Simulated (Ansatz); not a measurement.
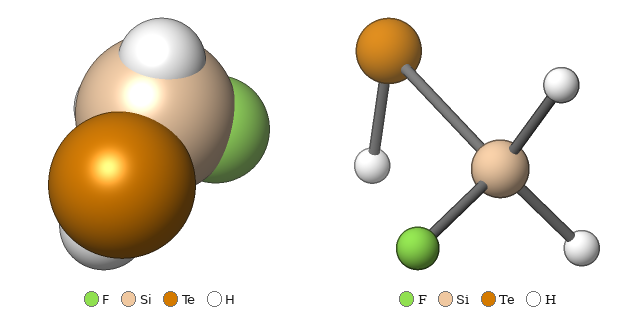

Two views of one molecule.

The geometry was computed by an optimisation with PBE0-D4/def2-TZVP.

Description:

It has 6 atoms: 1 fluorine, 3 hydrogen, 1 silicon and 1 tellurium (FH₃SiTe). As SMILES it reads `F[SiH2][TeH]`. It has no ring. Among its groups: Si–H bond. This geometry has C1 symmetry. Coordination: 1 Si tetrahedral; 1 Te bent.

The parts below concern this one geometry. Atoms keep their numbers from picture to picture.

### Shape

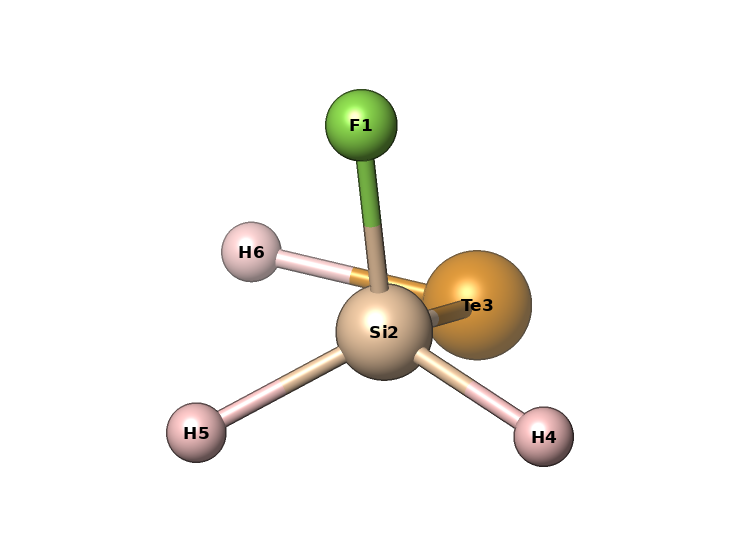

Te3 lies behind Si2. The molecule seen a little off the Si2–Te3 bond, Si2 in front. Distant atoms are faded towards the background colour.

What is the torsion angle F1–Si2–Te3–H6? The sign is positive where the front bond must turn clockwise to cover the back bond.

Answer. −78°, synclinal (gauche).

### Thermal motion

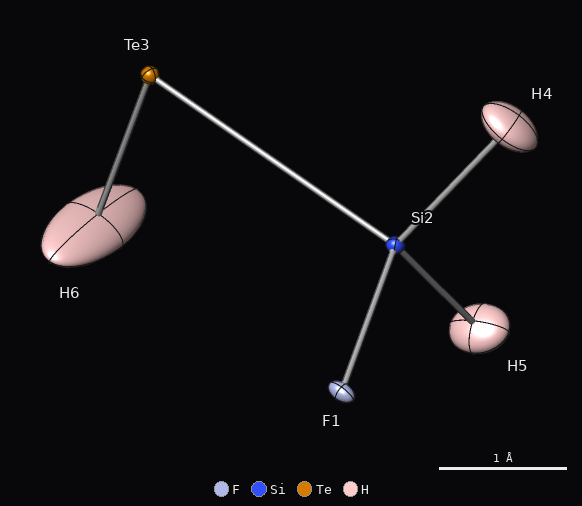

Displacement ellipsoids at the 50 % level, from the internal vibrations of the free molecule (harmonic, no overall translation or rotation; no half-axis is drawn under 0.075 Å). Vibrations computed with RKS PBE0-D4/def2-TZVP, core potentials on Te (Ansatz 0.2.0). Temperature: 200 K.

Which atom moves most?

Answer. H6, with U_eq = 0.0695 Å².

Does H6 move more along its bond or across it?

Answer. Across it: the root-mean-square amplitude is 0.088 Å along the bond and up to 0.408 Å across, since bending and torsion are softer than stretching.

Give the displacement parameters, one line for each set of equivalent atoms.

| atom | U_eq (Å²) | rms amplitudes (Å) |
| --- | --- | --- |
| F1 | 0.0024 | 0.023, 0.025, 0.078 |
| Si2 | 0.0010 | 0.020, 0.034, 0.040 |
| Te3 | 0.00009 | 0.002, 0.005, 0.015 |
| H4 | 0.0186 | 0.088, 0.139, 0.169 |
| H5 | 0.0186 | 0.088, 0.139, 0.169 |
| H6 | 0.0695 | 0.088, 0.185, 0.408 |

### Dipole moment

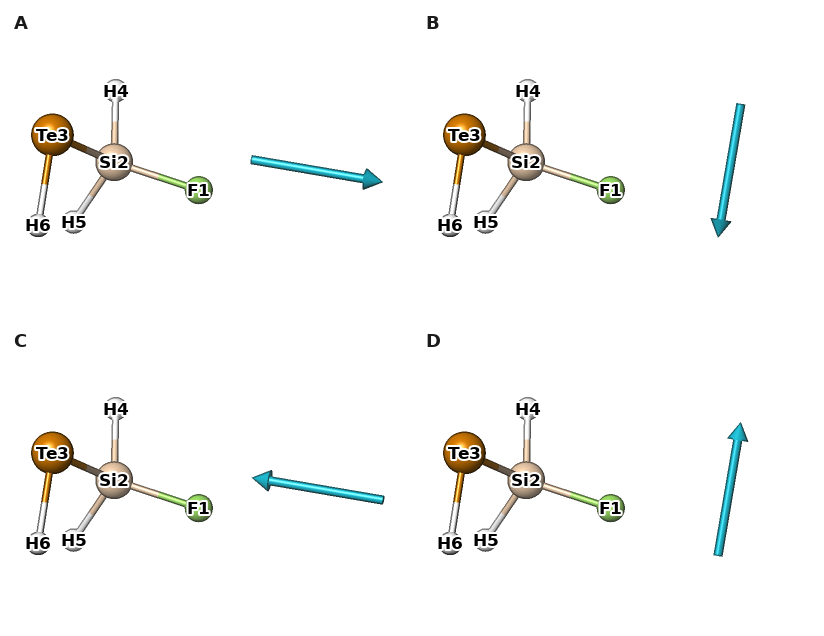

The same molecule four times, each with an arrow. Method: RKS B3LYP-D4/def2-TZVPP, core potentials on Te (Ansatz 0.2.0).

Which arrow points along the dipole moment, from the negative to the positive end?

Answer. C. The dipole moment is 1.11 D; it points from the side of F1 to the side of Te3, H5, H6 (the outermost atoms at the two ends).

### Vibrations

Harmonic vibrations computed with RKS PBE0-D4/def2-TZVP, core potentials on Te (Ansatz 0.2.0) at a stationary point of the same level.

How many vibrational modes are there, and where do they lie?

Answer. 12 modes: 164, 184, 348, 431, 629, 754, 858, 886, 931, 2156, 2250, 2266 cm⁻¹.
